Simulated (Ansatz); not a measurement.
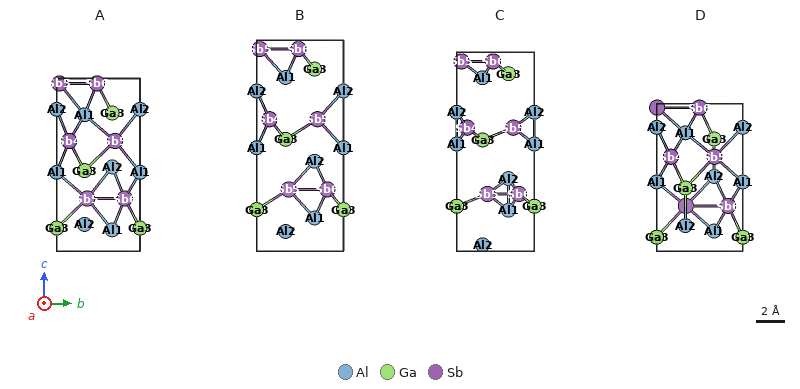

4 geometries from one relaxation of solid Al2GaSb3 (a generated structure, set up in R3m) (coarse preliminary run), in shuffled order. A ball-and-stick model of the conventional cell (3 times the calculation's cell), seen along the a axis. Lengths and directions refer to the drawn axes.

Computed with Ansatz 0.2.0, DFT PBE, scalar-relativistic, plane waves, PAW. Settings: plane-wave cutoff 420 eV; k-point mesh 3 × 3 × 3; occupations gaussian; smearing width 0.1 eV; no spin polarisation; cell and atoms relaxed; force threshold 0.04 eV/Å; at most 70 steps.

Q: Order the frames from highest to lowest energy.

A: C, B, A, D. They are steps 0, 5, 10, 20, at +5861 meV per atom, +380 meV per atom, +105 meV per atom relative to the last. Al2 moves most relative to the cell: 1.50 Å along +c. By element the largest moves are Al 1.50 Å, Ga 1.39 Å, Sb 0.41 Å. Cell: a = b 6.444 → 7.144 Å (+10.9 %), c 14.293 → 10.591 Å (−25.9 %). Volume −8.9 %. Some distances before and after: Al2–Ga3 7.536 → 2.696 Å, Al1–Al2 2.282 → 3.924 Å, Al1–Sb4 4.217 → 2.710 Å, Al2–Sb4 1.876 → 2.931 Å. New bonds form: Al1–Sb4 (4.22 → 2.71 Å), Al1–Sb5 (4.22 → 2.71 Å), Al1–Sb6 (4.22 → 2.71 Å), Al2–Ga3 (7.54 → 2.70 Å). Bonds break: Al1–Al2 (2.28 → 3.92 Å). Bond angles that change, for instance: Sb4–Ga3–Sb5 107.1° → 72.3°, Al1–Sb4–Ga3 120.4° → 91.2°, Sb4–Al2–Sb5 88.6° → 73.7°. The space group stays R3m (No. 160). Over 17 accepted moves (20 points after the start) the energy falls by 5861 meV per atom. Largest force component: 36 eV/Å at the start, 0.0094 eV/Å at the end. The pressure goes from 82.66 to 0.11 GPa. The line search rejected the trial steps at points 13, 16 of the run. The SCF was repeated once at an unchanged geometry on a basis and grid sized afresh for the cell, which shifted the energy by 1.5 meV per atom at most. The run took 93 s on 1 thread of Arm Neoverse V2, with other jobs on the host, peak memory 0.41 GiB.
